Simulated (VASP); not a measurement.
Band structure of MgO (rock salt). Level of theory: r2SCAN meta-GGA, VASP's PBE PAW potentials (set 64) (plane waves; VASP).

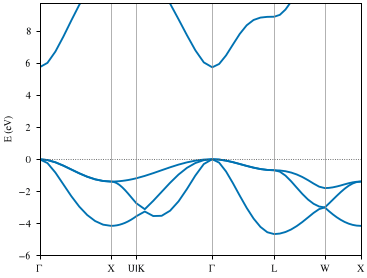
Bands along high-symmetry lines, zero at the valence-band maximum or, without a gap, the Fermi level

### Question
Read the plot: is there a gap, and where are the band edges?

### Answer
The gap is direct, 5.73 eV, from the valence maximum at Γ to the conduction minimum at Γ.

Measured: gap 8.36 eV (computed value off by -2.63 eV), as given by Wei Chen et al., Physical Review Materials (2018), doi:10.1103/physrevmaterials.2.073803 [zero-point renormalisation of 0.53 eV added back (the table's ZPR column)].

The compound is MgO in the rock salt structure. It was relaxed first.
